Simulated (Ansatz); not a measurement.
# A failed many-body run on SiC (F-43m)

Aim: the G0W0 gap of SiC (F-43m). The first input has a fault.

Program: Ansatz 0.2.0. Level of theory: G0W0 on PBE, plane waves, PAW; PAW set soft_1. Results are calculated unless marked as measured.

### Step 1. Starting point

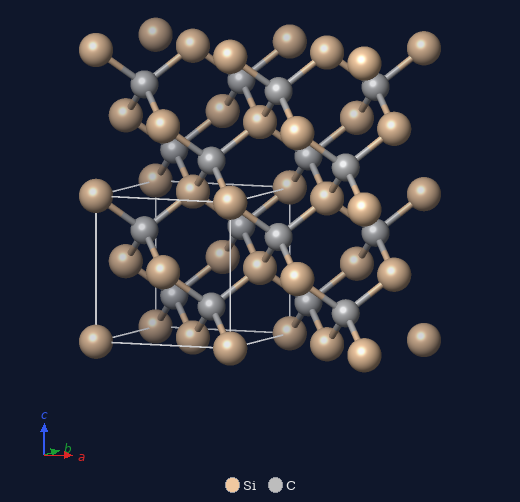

The cell as given, slightly off an axis (silicon light orange, carbon light grey). 2×1×2 cells are drawn. This picture shows the conventional cell, with its axes. Bonds to atoms that aren't drawn are left out. Some periodic images of atoms are drawn too.

The cell and positions come from the Crystallography Open Database and are kept as given unless a step says otherwise.

### Step 2. First try

The input, input.yaml:

```yaml
crystal:
  lattice:
    - [0.0, 2.179, 2.179]
    - [2.179, 0.0, 2.179]
    - [2.179, 2.179, 0.0]
  atoms:
    - { symbol: Si, position: [0.0, 0.0, 0.0] }
    - { symbol: C, position: [0.25, 0.25, 0.25] }
kpoints:
  mp_grid: { grid: [6, 6, 6] }
hamiltonian:
  xc: pbe
  pseudopotentials: { kind: paw, azcp: { folder: soft_1 } }
scf:
  occupations: { method: fixed }
  max_iter: 2
gw:
  n_empty_bands: 21
  ecut_chi: 60
  qp_bands: [v2, c2]
  qp_kpoints: band_edges
  screening: { model: contour_deformation }
```

Launch:

```sh
$ ansatz run input.yaml --threads 3 --pin off --max-ram 92160MiB --backend cuda --events-out ev --progress --plain --runs-dir out --devices 1 --max-vram 13GiB
```

Numbers of over 12 decimals in the logs are rounded to 6 here.

The log of the run:

```text
GPUs: using 1 of 1 available (devices: 1).
Engine: ansatz 0.2.0, x86_64-unknown-linux-gnu
Pseudopotentials: kind: paw
Pseudopotential: Si, paw, valence charge 4, recommended cutoff 420 eV (normal), soft_1/Si.paw.azcp
Pseudopotential: C, paw, valence charge 4, recommended cutoff 420 eV (normal), soft_1/C.paw.azcp
Functional definition: PBE
  parameter kappa = 0.804
  parameter beta = 0.066725
  exchange = pbe_x(kappa = kappa, mu = beta*pi^2/3)
  correlation = pbe_c(beta = beta)
device memory: the entry about to start is reckoned to put 0.4 GiB on a device that reports 40.3 GiB free (of which the cap on the GPU budget leaves the run 13.0 GiB)
GPU FFT provider: cuFFT
GPU libraries: cuBLAS 13.8.2, cuFFT 12.4.0, cuSOLVER 12.3.4
Crystal: 2 atoms, lattice volume = 20.692 Å³
Basis set: ecut = 420 eV, 411 PW (Γ)
Bands: 8, of which v1, the nominal top of the filled ones, is band 4 counted from 1 (3 counted from 0)
Symmetry: 24 space group operations
Space group: F-43m (ITA 216), of the structure as read, at distance tolerance 2.7e-5 Å
k-points: 16 of 216 (time reversal used)
Non-local potential: Si, projectors of the file, l = 0: 2, l = 1: 2, l = 2: 1
Non-local potential: C, projectors of the file, l = 0: 2, l = 1: 2, l = 2: 1
PAW form: soft (Blöchl's): semilocal exchange-correlation on the pseudo side does not see the compensation charge
PAW one-centre angular grid: Si, 110 points (default); XC on 64 Gauss nodes
PAW one-centre angular grid: C, 110 points (default); XC on 64 Gauss nodes
Initial density: superposition of atomic densities (chi_scale 0.1, normalization cell, long waves kept (reshape's long-wave potential 0.00 eV rms))
Initial wavefunctions: pseudopotential atomic-orbital guess
GPU buffer pool allocated for 13824 grid points (all kernels)
GPU transforms: local potential and band sums: pruned to the plane-wave sphere, on 24×24×24
Functional: x = pbe(κ = 0.804, μ = 0.219515), c = pbe(β = 0.066725)
SCF iter   1: F=—  HF=-888.653503 eV  |F-HF|=—  |Δ(HF+E_count)|=         —  Δρ=1.38e-1  dr2=4.86e0  ethr=3.10e-3  ⟨swp⟩=4.9  Hψ=1764  notcnv=0
preconditioner: auto → none  [insulator: Δε(μ)=3.270 eV  Ē_g=14.741 eV  n_scr=0 (ndim 8)  ℏωp=23.1 eV  f_vac=0.000  ε∞_Penn≈3.5]
SCF iter   2: F=—  HF=-887.226912 eV  |F-HF|=—  |Δ(HF+E_count)|=    1.43e0  Δρ=4.96e-2  dr2=3.15e-1  ethr=3.10e-3  ⟨swp⟩=5.9  Hψ=1256  notcnv=0
Error: did not converge after 2 iterations: dr2 = 3.15e-1 (threshold 1.00e-7), under the density mixer `msr1`, which `scf.mixing.algorithm: auto` chose by the deck's other keys (type `scf.mixing.algorithm: msr1` to keep it); at k-index 12, counted from 0 in this SCF's own list of k-points, the highest band that the last eigensolve's fill by count filled, 6.351711 eV, and the lowest that it left empty, 10.743244 eV, l [...]
```

Elapsed: 3.4 s, on 1 × NVIDIA H100 80GB HBM3 (shared by 6 runs) with 3 threads of AMD EPYC 7R13 (Zen 3), shared host; peak memory 0.82 GiB.

**Diagnosis.**

No converged result was reached; the numbers in the log don't describe the system.

The program's message: “Error: did not converge after 2 iterations: dr2 = 3.15e-1 (threshold 1.00e-7), under the density mixer `msr1`, which `scf.mixing.algorithm: auto` chose by the deck's other keys (type `scf.mixing.algor …”

The fault: too few SCF iterations. The ground state must converge before anything is built on it.

### Step 3. A better input

Now the one-shot GW correction: screening in the RPA, then the self-energy of the levels asked for. This step takes PAW set soft_1 files.

input.yaml, the sections that differ from step 2:

```yaml
kpoints:
  mp_grid: { grid: [8, 8, 8] }
scf:
  occupations: { method: fixed }
gw:
  n_empty_bands: 86
  ecut_chi: 150.0
  qp_bands: [v2, c2]
  qp_kpoints: band_edges
  screening: { model: contour_deformation }
# crystal, hamiltonian: as in step 2
```

The log of the run:

```text
GPUs: using 1 of 1 available (devices: 1).
[...]
GPU FFT provider: cuFFT
GPU libraries: cuBLAS 13.8.2, cuFFT 12.4.0, cuSOLVER 12.3.4
Crystal: 2 atoms, lattice volume = 20.692 Å³
Basis set: ecut = 420 eV, 411 PW (Γ)
Bands: 8, of which v1, the nominal top of the filled ones, is band 4 counted from 1 (3 counted from 0)
[... 1 set-up line as in the run before ...]
[...]
k-points: 29 of 512 (time reversal used)
[...]
GPU buffer pool allocated for 13824 grid points (all kernels)
[...]
SCF iter   1: F=—  HF=-888.656446 eV  |F-HF|=—  |Δ(HF+E_count)|=         —  Δρ=1.38e-1  dr2=4.85e0  ethr=3.10e-3  ⟨swp⟩=4.3  Hψ=1608  notcnv=0  defer=21
[...]
SCF iter   7: F=-887.158602 eV  HF=-887.158602 eV  |F-HF|=4.38e-11  |Δ(HF+E_count)|=   4.35e-8  Δρ=5.36e-6  dr2=2.88e-9  ethr=1.25e-9  ⟨swp⟩=2.8  Hψ=804  notcnv=0
SCF 1 converged in 7 iterations: F = -887.158602 eV  dr2 = 2.88e-9
[...]
0     3      9.4826   -18.3062     1.9576   -15.7342  0.7899     8.8656     8.8682  root
     0     4      9.4826   -18.3062     1.9576   -15.7342  0.7899     8.8656     8.8682  root
     0     5     15.6875    -9.6823    -5.2536   -15.4344  0.7825    16.1886    16.1860  root
     0     6     16.7877    -8.1545    -5.1804   -13.9310  0.7974    17.3872    17.3839  root
     1     3      9.2813   -18.3197     2.0069   -15.6832  0.7892     8.6489     8.6517  root
     1     4      9.2813   -18.3197     2.0069   -15.6832  0.7892     8.6489     8.6517  root
     1     5     15.9374    -9.0408    -5.1821   -14.7359  0.7895    16.4532    16.4505  root
     1     6     17.1382    -8.0664    -5.3103   -13.9865  0.7934    17.7516    17.7480  root
[...]
28     3      4.4919   -17.9827     3.5196   -13.5826  0.7485     3.6033     3.6115  root
    28     4      4.7926   -17.4454     3.1547   -13.4423  0.7570     3.9359     3.9443  root
    28     5     14.6899    -7.5873    -4.7674   -12.7983  0.7954    15.1352    15.1335  root
    28     6     18.9131    -6.7728    -6.1362   -13.4159  0.7712    19.4223    19.4201  root
[key lines of the parts left out:]
SCF converged after 7 iterations
Free energy (F): -887.158602 eV
Fermi energy:    9.482569 eV
```

Wall time 26 s (1 × NVIDIA H100 80GB HBM3 (shared by 6 runs) with 3 threads); peak memory 1 GiB.

Numbers from this step:

```yaml
bands_summed: 90
rpa_eps_infinity_on_this_mesh_eigenvalues: 6.724, 6.724, 6.724
plane_waves_in_the_screening_matrix: 65
q_points_in_the_mesh: 512
g0w0_gap_on_the_mesh: 2.187 eV
k_of_the_valence_top: 0, 0, 0
k_of_the_conduction_bottom: 0, -0.5, -0.5
starting_gap_on_the_mesh: 1.359 eV
z_at_the_valence_top: 0.7899
z_at_the_conduction_bottom: 0.8187
least_direct_g0w0_gap_on_the_computed_points: 5.593 eV
```

The gap on the mesh goes from 1.36 eV to 2.19 eV, a correction of +0.83 eV. Between the two edge states, bare exchange in place of the xc potential would open the gap by 6.72 eV, and correlation takes back 5.90 eV.

### Step 4. What came out

| Item | Value |
| --- | --- |
| first try | not converged after 3.4 s |
| better run | G0W0 gap on the mesh 2.19 eV (8×8×8 mesh, 86 empty bands, screening to 150 eV, PAW set soft_1 files) |

**Reading.** The second run differs in: mesh, empty bands, screening cutoff (eV) and iteration cap. Bands and cutoff are finite, so the gap is not at the basis limit. The miss can reach some tenths of an eV and take either sign; the mesh is an error of its own.

[Paths, hosts, dates, memory and timing lines, banners, echoed tables and standing remarks are left out of the program output.]

[Logs are printed without paths, hosts, clocks, repeated set-up lines and the standing remarks that a program may print on its own settings, such as how far it seeks lower states.]

[Runs of the session that timed out or met a known fault of the program may be left out.]

[Cells called generated may have been cut or substituted from an entry of the Crystallography Open Database or the Materials Project.]

[Hosts, paths, dates, database ids (printed as entryN), source tags and the programs' standing remarks are cut or masked in the printed files.]
